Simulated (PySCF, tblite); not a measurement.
# 4-cyano-1-butyne (C5H5N): isotopologues and vibrational averages

How do isotopes change the rotational constants and shieldings of 4-cyano-1-butyne (C5H5N) (`C#CCCC#N`)?

Computed with tblite 0.8.0 (tight binding) and PySCF 2.14.0 (DFT, with response routines of our own); each step states its level. Atoms count from 0 throughout.

## 1. The molecule as given

11 atoms, charge 0, multiplicity 1; geometry from: force field or distance geometry start.

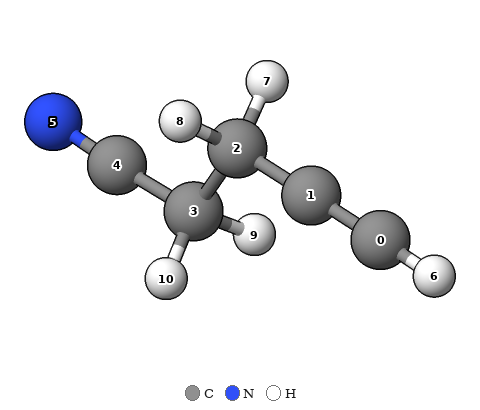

The starting geometry (carbon grey, nitrogen blue, hydrogen white), atoms numbered.

## 2. GFN2-xTB relaxation, lowest of a short conformer search

What the job is given:

```
{"job": {"xc": "GFN2-xTB", "basis": "xTB", "kind": "relax"}, "charge": 0, "multiplicity": 1}
C      2.539000    -0.458500     0.599500
C      1.428600    -0.172200     0.008100
C      0.223100     0.118300    -0.614500
C     -0.911000     0.033600     0.339000
C     -2.181000     0.319500    -0.267500
N     -3.190900     0.590600    -0.845000
H      3.432800    -0.653600     1.075200
H      0.099000    -0.580000    -1.460100
H      0.243400     1.124900    -1.114000
H     -0.916900    -1.034300     0.787500
H     -0.744400     0.722600     1.186400
```

Run with:

```bash
> OMP_NUM_THREADS=1 python ens_run.py task.json out
```

One launch serves the whole session.

What it wrote:

```text
step      E/eV     max force
  0    -436.26108   10.345
  1    -433.06313   37.474
  2    -436.90128    4.320
  3    -436.98642    2.099
  4    -436.94840    4.997
  5    -437.02163    0.517
  6    -437.02542    0.210
  7    -437.03237    0.205
  8    -437.03366    0.137
  9    -437.03464    0.082
 10    -437.03509    0.089
 11    -437.03540    0.054
 12    -437.03559    0.037
 13    -437.03578    0.044
 14    -437.03593    0.042
 15    -437.03603    0.024
 16    -437.03609    0.022
 17    -437.03615    0.022
 18    -437.03620    0.028
 19    -437.03625    0.023
 20    -437.03629    0.019
 21    -437.03632    0.018
 22    -437.03635    0.013
 23    -437.03636    0.010
 24    -437.03637    0.008
 25    -437.03638    0.006
 26    -437.03638    0.007
 27    -437.03639    0.008
 28    -437.03639    0.006
 29    -437.03639    0.004
 30    -437.03639    0.004
```

Wall time 0.09 s (1 thread of AMD EPYC 9R45, shared host).

Relaxing gained 0.775 eV and moved the atoms by 0.04 Å on average (rms).

## 3. Tight optimisation and Hessian

What the job is given:

```
{"job": {"xc": "B3LYP", "basis": "pcSseg-1", "grid": 2, "temperatures": [100, 200], "kind": "geom"}, "charge": 0, "multiplicity": 1}
C      2.513751    -0.432687     0.583007
C      1.496248    -0.182897     0.005694
C      0.238365     0.114447    -0.647901
C     -0.923612     0.016553     0.358591
C     -2.177203     0.320227    -0.280996
N     -3.160226     0.565547    -0.810114
H      3.418837    -0.647648     1.067197
H      0.079364    -0.592796    -1.467346
H      0.279556     1.123186    -1.069634
H     -0.975795    -0.993914     0.774725
H     -0.767586     0.720665     1.181334
```

What it wrote:

```text
step   0  E = -6753.4880292 eV  max force = 1.13857
step   1  E = -6753.5241426 eV  max force = 0.14166
step   2  E = -6753.5249233 eV  max force = 0.06017
step   3  E = -6753.5249992 eV  max force = 0.01788
step   4  E = -6753.5250179 eV  max force = 0.00371
step   5  E = -6753.5250185 eV  max force = 0.00038
step   6  E = -6753.5250185 eV  max force = 0.00038
step   7  E = -6753.5250185 eV  max force = 0.00016
harmonic wavenumbers (cm-1): 79.9 128.1 221.9 342.1 397.0 493.0 523.9 706.6 722.2 775.3 937.1 973.3 1019.3 1034.9 1207.4 1287.3 1313.9 1381.4 1466.0 1474.1 2225.2 2356.0 3031.1 3048.2 3064.8 3092.2 3463.2
```

It took 6.7 min on 1 thread of AMD EPYC 9R45, shared host; peak memory 0.57 GiB.

## 4. Displacements along the modes, parent

What the job is given:

```
{"job": {"xc": "B3LYP", "basis": "pcSseg-1", "grid": 2, "temperatures": [100, 200], "kind": "vib", "mass_numbers": [12, 12, 12, 12, 12, 14, 1, 1, 1, 1, 1]}, "charge": 0, "multiplicity": 1}
C      2.555412    -0.440405     0.576595
C      1.520720    -0.188593     0.020767
C      0.251506     0.113015    -0.631986
C     -0.941300     0.023666     0.350954
C     -2.216856     0.323608    -0.295234
N     -3.214795     0.563150    -0.821786
H      3.478192    -0.662228     1.060660
H      0.090375    -0.581434    -1.465141
H      0.289979     1.118258    -1.068299
H     -0.995488    -0.980792     0.785575
H     -0.796048     0.722436     1.182452
```

What it wrote:

```text
mode    cm-1    km/mol   phi_rrr   E(+)/cm-1  E(-)/cm-1
  1     79.86     5.76       1.0      16.13      15.72
  2    128.07     3.80      -0.3      24.33      24.49
  3    221.86     5.87     -11.7      39.96      40.80
  4    342.07    12.16       1.3      62.58      62.40
  5    396.99     1.24      -0.4      72.38      72.37
  6    493.02    12.02       2.8      89.00      88.75
  7    523.89     2.13      -8.6      94.29      94.92
  8    706.59    44.04      -0.6     134.51     134.29
  9    722.23    41.41      -7.4     136.69     137.12
 10    775.32     1.97      -0.6     140.98     141.06
 11    937.06     4.32    -107.9     164.98     172.73
 12    973.29     0.11     -81.8     172.27     178.13
 13   1019.30     0.32     235.4     192.28     175.32
 14   1034.91     0.13      -0.2     186.54     186.50
 15   1207.44     0.04       0.3     217.57     217.56
 16   1287.35     5.73       8.4     232.41     231.79
 17   1313.93     0.03       1.9     236.71     236.68
 18   1381.43     2.56      35.6     250.14     247.62
 19   1465.97     4.83      60.6     266.21     261.79
 20   1474.09     9.90      64.4     267.78     263.10
 21   2225.24     0.94    -474.7     384.11     418.27
 22   2355.96     7.81     621.0     447.31     402.63
 23   3031.12     3.97   -1230.4     503.77     592.22
 24   3048.19     3.67   -1174.2     508.83     593.22
 25   3064.85     1.44     -14.3     553.40     554.41
 26   3092.15     1.93      -7.0     558.55     559.02
 27   3463.23    80.16   -1874.4     561.27     695.79
```

Run time: 6.9 min. Hardware: 1 thread of AMD EPYC 9R45, shared host; peak memory 0.64 GiB.

## 5. Displacements along the modes, 2H at atom 6

Changed since step 4:

```diff
@@ -1,2 +1,2 @@
-{"job": {"xc": "B3LYP", "basis": "pcSseg-1", "grid": 2, "temperatures": [100, 200], "kind": "vib", "mass_numbers": [12, 12, 12, 12, 12, 14, 1, 1, 1, 1, 1]}, "charge": 0, "multiplicity": 1}
+{"job": {"xc": "B3LYP", "basis": "pcSseg-1", "grid": 2, "temperatures": [100, 200], "kind": "vib", "mass_numbers": [12, 12, 12, 12, 12, 14, 2, 1, 1, 1, 1]}, "charge": 0, "multiplicity": 1}
 C      2.555412    -0.440405     0.576595
```

What it wrote:

```text
mode    cm-1    km/mol   phi_rrr   E(+)/cm-1  E(-)/cm-1
  1     77.78     5.75      -1.1      15.32      15.70
  2    123.30     3.32       0.5      23.54      23.38
  3    217.14     6.78      11.4      39.93      39.12
  4    328.79    15.13      -1.3      59.97      60.15
  5    395.06     1.02       0.5      72.17      72.16
  6    473.00    20.04       2.9      85.63      85.36
  7    522.76     2.17      -8.4      94.10      94.71
  8    556.59    18.26       0.7     102.42     102.56
  9    578.33    10.84      -3.9     105.32     105.65
 10    775.22     2.68       0.6     141.04     140.96
 11    932.46     4.09      56.6     170.04     165.98
 12    968.18     0.08      72.8     176.87     171.67
 13   1017.73     0.17    -256.6     174.30     192.79
 14   1034.57     0.03       0.2     186.44     186.48
 15   1207.28     0.08      -0.3     217.53     217.54
 16   1287.14     5.68      -8.1     231.76     232.36
 17   1313.91     0.04      -1.9     236.67     236.70
 18   1381.11     2.40     -36.0     247.55     250.10
 19   1465.97     4.82     -60.5     261.79     266.21
 20   1474.07     9.87     -64.5     263.10     267.77
 21   2064.08     1.87    -379.3     358.34     385.64
 22   2355.96     7.72    -621.1     402.63     447.31
 23   2711.92    49.61     612.4     511.80     467.80
 24   3031.16     4.27   -1229.4     503.81     592.18
 25   3048.20     3.75   -1172.9     508.87     593.17
 26   3064.85     1.44     -14.3     553.40     554.41
 27   3092.15     1.93      -7.0     558.55     559.02
```

It took 7 min on 1 thread of AMD EPYC 9R45, shared host; peak memory 0.6 GiB.

## 6. Vibrational averages by isotopologue

What the job is given:

```
{"job": {"xc": "B3LYP", "basis": "pcSseg-1", "grid": 2, "temperatures": [100, 200], "kind": "iso"}, "charge": 0, "multiplicity": 1}
C      2.555412    -0.440405     0.576595
C      1.520720    -0.188593     0.020767
C      0.251506     0.113015    -0.631986
C     -0.941300     0.023666     0.350954
C     -2.216856     0.323608    -0.295234
N     -3.214795     0.563150    -0.821786
H      3.478192    -0.662228     1.060660
H      0.090375    -0.581434    -1.465141
H      0.289979     1.118258    -1.068299
H     -0.995488    -0.980792     0.785575
H     -0.796048     0.722436     1.182452
```

What it wrote:

```text
parent
  Be/MHz 25555.409 1462.961 1407.771
  B0/MHz 25303.483 1458.077 1402.68
  ZPE/cm-1 18382.7
  <sigma>(0 K)/ppm 102.211 93.736 155.675 156.223 57.463 -48.918 29.156 28.406 28.405 28.611 28.611
2H at atom 6
  Be/MHz 25237.019 1396.709 1345.425
  B0/MHz 24994.767 1392.24 1340.757
  ZPE/cm-1 17749.4
  <sigma>(0 K)/ppm 102.565 94.315 155.707 156.219 57.459 -48.906 29.308 28.409 28.408 28.611 28.611
```

Wall time 21 min (1 thread of AMD EPYC 9R45, shared host); peak memory 0.64 GiB. This counts the whole study up to here.

Rotational constants (MHz) at equilibrium and in the ground state:

```tsv
isotopologue	Be	B0	zero-point change (cm⁻¹)
parent	25555.4, 1463.0, 1407.8	25303.5, 1458.1, 1402.7	0.0
2H at atom 6	25237.0, 1396.7, 1345.4	24994.8, 1392.2, 1340.8	-633.3
```

Shieldings of the first species (ppm): at equilibrium, the vibrational parts at 0 K, and the averages:

```tsv
atom	equilibrium	anharmonic	harmonic	0 K	100 K	200 K
C0	105.36	0.22	-3.37	102.21	102.18	102.00
C1	97.63	0.05	-3.95	93.74	93.68	93.51
C2	160.34	-1.45	-3.22	155.67	155.64	155.53
C3	160.60	-1.20	-3.18	156.22	156.18	156.06
C4	59.07	0.74	-2.35	57.46	57.42	57.31
N5	-42.98	1.29	-7.23	-48.92	-49.01	-49.46
H6	29.82	0.24	-0.91	29.16	29.15	29.15
H7	29.11	-0.20	-0.50	28.41	28.40	28.40
H8	29.11	-0.20	-0.50	28.41	28.40	28.40
H9	29.31	-0.18	-0.51	28.61	28.61	28.60
H10	29.31	-0.18	-0.51	28.61	28.61	28.60
```

Isotope effects on the shieldings at 0 K (ppb; positive means more shielded):

```tsv
atom	2H at atom 6
C0	354
C1	580
C2	32
C3	-4
C4	-4
N5	12
H6	152
H7	2
H8	2
H9	0
H10	0
```

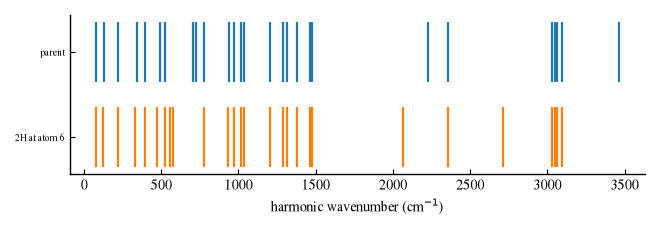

Harmonic wavenumbers of each isotopologue.

## 7. Tight optimisation and Hessian, grid 3; delta 0.4

What the job is given:

```
{"job": {"xc": "B3LYP", "basis": "pcSseg-1", "grid": 3, "temperatures": [100, 200], "delta": 0.4, "kind": "geom"}, "charge": 0, "multiplicity": 1}
C      2.513751    -0.432687     0.583007
C      1.496248    -0.182897     0.005694
C      0.238365     0.114447    -0.647901
C     -0.923612     0.016553     0.358591
C     -2.177203     0.320227    -0.280996
N     -3.160226     0.565547    -0.810114
H      3.418837    -0.647648     1.067197
H      0.079364    -0.592796    -1.467346
H      0.279556     1.123186    -1.069634
H     -0.975795    -0.993914     0.774725
H     -0.767586     0.720665     1.181334
```

What it wrote:

```text
step   0  E = -6753.4880337 eV  max force = 1.13866
step   1  E = -6753.5241432 eV  max force = 0.14164
step   2  E = -6753.5249238 eV  max force = 0.06017
step   3  E = -6753.5249998 eV  max force = 0.01790
step   4  E = -6753.5250186 eV  max force = 0.00371
step   5  E = -6753.5250192 eV  max force = 0.00038
step   6  E = -6753.5250192 eV  max force = 0.00038
step   7  E = -6753.5250192 eV  max force = 0.00014
harmonic wavenumbers (cm-1): 79.9 128.1 221.9 342.0 397.0 493.0 523.9 706.6 722.2 775.4 937.0 973.3 1019.3 1034.9 1207.4 1287.4 1313.9 1381.5 1465.9 1474.0 2225.3 2355.9 3031.1 3048.2 3064.8 3092.1 3463.3
```

Wall time 8.8 min (1 thread of AMD EPYC 9R45, shared host); peak memory 0.7 GiB.

## 8. Displacements along the modes, grid 3; delta 0.4; parent

What the job is given:

```
{"job": {"xc": "B3LYP", "basis": "pcSseg-1", "grid": 3, "temperatures": [100, 200], "delta": 0.4, "kind": "vib", "mass_numbers": [12, 12, 12, 12, 12, 14, 1, 1, 1, 1, 1]}, "charge": 0, "multiplicity": 1}
C      2.555411    -0.440367     0.576604
C      1.520722    -0.188594     0.020751
C      0.251502     0.112991    -0.632001
C     -0.941294     0.023651     0.350950
C     -2.216851     0.323638    -0.295218
N     -3.214788     0.563205    -0.821763
H      3.478180    -0.662172     1.060695
H      0.090354    -0.581468    -1.465146
H      0.289986     1.118232    -1.068314
H     -0.995525    -0.980822     0.785529
H     -0.795999     0.722388     1.182469
```

What it wrote:

```text
mode    cm-1    km/mol   phi_rrr   E(+)/cm-1  E(-)/cm-1
  1     79.88     5.76       0.9       6.81       6.59
  2    128.12     3.80      -0.3      10.49      10.57
  3    221.88     5.87     -11.6      17.72      17.97
  4    342.05    12.15       1.1      27.59      27.51
  5    396.99     1.23      -0.2      31.95      31.94
  6    493.04    12.01       2.7      39.51      39.43
  7    523.92     2.13      -8.8      41.89      42.08
  8    706.63    43.57      -0.1      58.05      57.87
  9    722.24    41.04      -8.8      59.11      59.23
 10    775.35     1.97      -0.6      62.31      62.35
 11    937.02     4.32    -107.9      73.85      76.14
 12    973.27     0.11     -81.9      77.00      78.73
 13   1019.29     0.32     235.3      84.13      79.09
 14   1034.88     0.13       0.2      82.86      82.83
 15   1207.36     0.04       0.4      96.64      96.63
 16   1287.37     5.76       8.4     103.16     102.97
 17   1313.85     0.03       1.3     105.13     105.16
 18   1381.45     2.57      35.8     110.93     110.19
 19   1465.95     4.80      60.7     117.97     116.65
 20   1474.04     9.80      64.8     118.65     117.26
 21   2225.30     0.94    -474.1     173.09     183.20
 22   2355.95     7.79     620.0     195.26     182.03
 23   3031.10     3.97   -1227.9     229.88     256.05
 24   3048.17     3.67   -1171.5     231.83     256.80
 25   3064.84     1.45     -16.1     245.46     245.79
 26   3092.14     1.94      -8.0     247.73     247.88
 27   3463.28    80.20   -1866.1     258.19     297.95
```

Run time: 9.4 min. Hardware: 1 thread of AMD EPYC 9R45, shared host; peak memory 0.7 GiB.

## 9. Displacements along the modes, grid 3; delta 0.4; 2H at atom 6

Changed since step 8:

```diff
@@ -1,2 +1,2 @@
-{"job": {"xc": "B3LYP", "basis": "pcSseg-1", "grid": 3, "temperatures": [100, 200], "delta": 0.4, "kind": "vib", "mass_numbers": [12, 12, 12, 12, 12, 14, 1, 1, 1, 1, 1]}, "charge": 0, "multiplicity": 1}
+{"job": {"xc": "B3LYP", "basis": "pcSseg-1", "grid": 3, "temperatures": [100, 200], "delta": 0.4, "kind": "vib", "mass_numbers": [12, 12, 12, 12, 12, 14, 2, 1, 1, 1, 1]}, "charge": 0, "multiplicity": 1}
 C      2.555411    -0.440367     0.576604
```

The job wrote nothing.

It took 7 min on 1 thread of AMD EPYC 9R45, shared host.

The run was cut off by its time limit and gave no result.

## 10. Vibrational averages by isotopologue, second settings

What the job is given:

```
{"job": {"xc": "B3LYP", "basis": "pcSseg-1", "grid": 3, "temperatures": [100, 200], "delta": 0.4, "kind": "iso"}, "charge": 0, "multiplicity": 1}
C      2.555411    -0.440367     0.576604
C      1.520722    -0.188594     0.020751
C      0.251502     0.112991    -0.632001
C     -0.941294     0.023651     0.350950
C     -2.216851     0.323638    -0.295218
N     -3.214788     0.563205    -0.821763
H      3.478180    -0.662172     1.060695
H      0.090354    -0.581468    -1.465146
H      0.289986     1.118232    -1.068314
H     -0.995525    -0.980822     0.785529
H     -0.795999     0.722388     1.182469
```

What it wrote:

```text
parent
  Be/MHz 25555.174 1462.965 1407.774
  B0/MHz 25302.643 1458.134 1402.727
  ZPE/cm-1 18382.7
  <sigma>(0 K)/ppm 102.215 93.712 155.689 156.246 57.485 -48.889 29.161 28.407 28.407 28.612 28.612
isotopologue 2H at atom 6: timeout
```

Run time: 25 min. Hardware: 1 thread of AMD EPYC 9R45, shared host. This counts the runs that the step sums up.

The study is incomplete.

## 11. Outcome

| quantity | value |
| --- | --- |
| point group | Cs |
| B0 of the first species | 25303.5, 1458.1, 1402.7 MHz |
| zero-point energy | 18383 cm⁻¹ |
| zero-point change of σ(N5) | -5.93 ppm |
| stages that failed or stayed incomplete | 2 |

In words: Zero-point motion changes the shielding of N5 most, by -5.93 ppm. The largest secondary isotope effect is 580 ppb on C1, 2 bonds from the change (2H at atom 6). The job flags a low mode; perturbation theory is less sure for low modes. Internal rotors are held in one well.
